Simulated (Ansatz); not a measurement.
# C2H2BF: geometry optimisation

The task: find the minimum of C2H2BF nearest to the start.

Method: RHF/def2-SVPD; program: Ansatz 0.2.0.

1 further run of the same task is left out (set aside as unsound or not needed).

## (1) Where the work starts

SMILES `BC#CF`, 6 atoms, charge 0, spin multiplicity 1.

Atoms are counted from 1 here; the program's logs count them from 0.

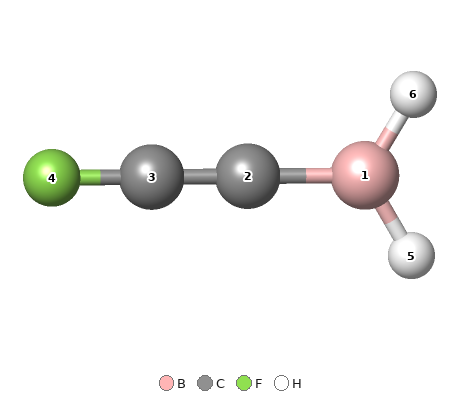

As it starts; boron pink, carbon grey, fluorine green, hydrogen white; atoms are numbered from 1 in the order of the file.

Coordinates:

```xyz
6
charge 0, multiplicity 1
B    -0.66966    0.90582   -0.32180
C     0.18665   -0.25634    0.09185
C     0.89189   -1.20800    0.42895
F     1.62365   -2.19618    0.78050
H    -1.09708    0.97443   -1.45419
H    -0.93544    1.78028    0.47469
```

## (2) Relaxation

input.yaml reads:

```yaml
crystal:
  periodic: [false, false, false]
  atoms:
    - { symbol: B, position_ang: [-0.669663, 0.905823, -0.321797] }
    - { symbol: C, position_ang: [0.186646, -0.256342, 0.091849] }
    - { symbol: C, position_ang: [0.891886, -1.208002, 0.428947] }
    - { symbol: F, position_ang: [1.62365, -2.196184, 0.780504] }
    - { symbol: H, position_ang: [-1.097075, 0.974428, -1.454192] }
    - { symbol: H, position_ang: [-0.935443, 1.780276, 0.474688] }
basis:
  gaussian: { orbitals: def2-SVPD }
hamiltonian:
  xc: hf
output:
  forces: true
relax:
  f_tol: 0.003
  max_steps: 120
```

On the command line:

```bash
> ansatz run input.yaml --threads 1 --pin off --max-ram 2560MiB --backend cpu --events-out ev --progress --plain --runs-dir out
```

Output:

```text
Warning: RAYON_NUM_THREADS=1 ignored (pool sized by the plan → 1); use --threads N
The last accepted step is kept in <dir> (removed where the run ends without a failure and the disk answers)
Engine: ansatz 0.2.0, aarch64-unknown-linux-gnu
Functional definition: HF
  exchange = exact_x
  correlation = 0
1081 factors; integrals over basis functions are off by at most 2.6e-4 eV
mean field evaluation 1: about -5460.6205 eV, gradient 2.9e1 eV
mean field evaluation 2: about -5460.6210 eV, gradient 2.9e1 eV
mean field evaluation 4: about -5462.9624 eV, gradient 3.7e0 eV
mean field evaluation 8: about -5463.0296 eV, gradient 1.7e-4 eV
mean field -5463.02959856 eV, -200.7626347725 hartree, gradient 2.3e-5 eV, S^2 0.000000; 0 other end points of the search recorded, 0 dependent functions left out
the calculation of the forces begins
reference -5463.02959856 eV, -200.7626347725 hartree; 14, 14 occupied and 85, 85 virtual orbitals, 1081 factors
relax step   1: F+E_penalty+E_count = -5463.02959856 eV  Δ(F+E_penalty+E_count) = +0.000e0 eV  max|allowed force component| = 3.820e0 eV/Å  Δτ_max = 0.0000 Å  (32 SCF iters, accepted)
these checks for a lower state are left out or cut short: starts, cluster_reference, orbital_swaps, neighbouring_geometries, increment
1081 factors; integrals over basis functions are off by at most 2.1e-4 eV
mean field evaluation 16: about -5463.1422 eV, gradient 2.1e-5 eV
mean field -5463.14224131 eV, -200.7667743175 hartree, gradient 2.1e-5 eV, S^2 0.000000; 0 other end points of the search recorded, 0 dependent functions left out
the calculation of the forces begins
reference -5463.14224131 eV, -200.7667743175 hartree; 14, 14 occupied and 85, 85 virtual orbitals, 1081 factors
relax step   2: F+E_penalty+E_count = -5463.14224131 eV  Δ(F+E_penalty+E_count) = -1.126e-1 eV  max|allowed force component| = 6.562e-1 eV/Å  Δτ_max = 0.0359 Å  (33 SCF iters, accepted)
these checks for a lower state are left out or cut short: starts, cluster_reference, orbital_swaps, neighbouring_geometries, increment
1081 factors; integrals over basis functions are off by at most 2.1e-4 eV
mean field -5463.14606709 eV, -200.7669149120 hartree, gradient 1.1e-5 eV, S^2 0.000000; 0 other end points of the search recorded, 0 dependent functions left out
the calculation of the forces begins
reference -5463.14606709 eV, -200.7669149120 hartree; 14, 14 occupied and 85, 85 virtual orbitals, 1081 factors
relax step   3: F+E_penalty+E_count = -5463.14606709 eV  Δ(F+E_penalty+E_count) = -3.826e-3 eV  max|allowed force component| = 7.524e-2 eV/Å  Δτ_max = 0.0075 Å  (26 SCF iters, accepted)
these checks for a lower state are left out or cut short: starts, cluster_reference, orbital_swaps, neighbouring_geometries, increment
1081 factors; integrals over basis functions are off by at most 2.1e-4 eV
mean field -5463.14586622 eV, -200.7669075304 hartree, gradient 1.2e-5 eV, S^2 0.000000; 0 other end points of the search recorded, 0 dependent functions left out
the calculation of the forces begins
reference -5463.14586622 eV, -200.7669075304 hartree; 14, 14 occupied and 85, 85 virtual orbitals, 1081 factors
relax step   4: F+E_penalty+E_count = -5463.14586622 eV  Δ(F+E_penalty+E_count) = +2.009e-4 eV  max|allowed force component| = 6.705e-2 eV/Å  Δτ_max = 0.0099 Å  (26 SCF iters, rejected (line search))
these checks for a lower state are left out or cut short: starts, cluster_reference, orbital_swaps, neighbouring_geometries, increment
1081 factors; integrals over basis functions are off by at most 2.1e-4 eV
mean field evaluation 32: about -5463.1463 eV, gradient 2.0e-5 eV
mean field -5463.14626253 eV, -200.7669220945 hartree, gradient 2.0e-5 eV, S^2 0.000000; 0 other end points of the search recorded, 0 dependent functions left out
the calculation of the forces begins
reference -5463.14626253 eV, -200.7669220945 hartree; 14, 14 occupied and 85, 85 virtual orbitals, 1081 factors
relax step   5: F+E_penalty+E_count = -5463.14626253 eV  Δ(F+E_penalty+E_count) = -1.954e-4 eV  max|allowed force component| = 8.256e-4 eV/Å  Δτ_max = 0.0040 Å  (25 SCF iters, accepted)
1081 factors; integrals over basis functions are off by at most 2.1e-4 eV
mean field -5463.14626253 eV, -200.7669220945 hartree, gradient 2.0e-5 eV, S^2 0.000000; 1 other end points of the search recorded, 0 dependent functions left out
the calculation of the forces begins
reference -5463.14626253 eV, -200.7669220945 hartree; 14, 14 occupied and 85, 85 virtual orbitals, 1081 factors
Total energy: -5463.14626253 eV, -200.7669220945 hartree
Atom 0 at    -0.670105     0.907199    -0.322467 Å, force     0.000070    -0.000077     0.000018 eV/Å
Atom 1 at     0.202894    -0.275169     0.097887 Å, force     0.000743    -0.000143    -0.000243 eV/Å
Atom 2 at     0.884435    -1.197536     0.425668 Å, force    -0.000826     0.000746     0.000083 eV/Å
Atom 3 at     1.602921    -2.169940     0.771322 Å, force     0.000243    -0.000459     0.000054 eV/Å
Atom 4 at    -1.090116     0.969647    -1.439626 Å, force    -0.000126    -0.000046    -0.000013 eV/Å
Atom 5 at    -0.930028     1.765798     0.467215 Å, force    -0.000104    -0.000020     0.000100 eV/Å
Dipole moment:    -0.008232     0.011194    -0.003987 e Å
```

It took 19 s on 1 thread of Arm Neoverse N1, shared host; peak memory 0.16 GiB.

The steps of the relaxation:

| step | energy from step 1 (eV) | largest force component (eV/Å) |
| --- | --- | --- |
| 1 | 0.0000 | 3.8199 |
| 2 | -0.1126 | 0.6562 |
| 3 | -0.1165 | 0.0752 |
| 4 | -0.1163 | 0.0670 |
| 5 | -0.1167 | 0.0008 |

Close pairs (by a distance rule), those that changed most:

| bond | before (Å) | after (Å) | change (Å) |
| --- | --- | --- | --- |
| C2–C3 | 1.232 | 1.193 | -0.039 |
| B1–C2 | 1.502 | 1.529 | +0.027 |
| C3–F4 | 1.279 | 1.257 | -0.021 |
| B1–H5 | 1.212 | 1.195 | -0.017 |
| B1–H6 | 1.212 | 1.195 | -0.017 |

## (3) Outcome

| quantity | value |
| --- | --- |
| energy gained | 0.1167 eV |
| root mean square move | 0.021 Å |
| dipole moment | 0.07 D |

**Reading.** Bond lengths: B1–C2 1.529 Å, B1–H5 1.195 Å, B1–H6 1.195 Å, C2–C3 1.193 Å, C3–F4 1.257 Å. Angles: C2–B1–H5 119.9°, C2–B1–H6 119.9°, H5–B1–H6 120.2°, B1–C2–C3 180.0°, C2–C3–F4 180.0°. No frequencies were computed here.
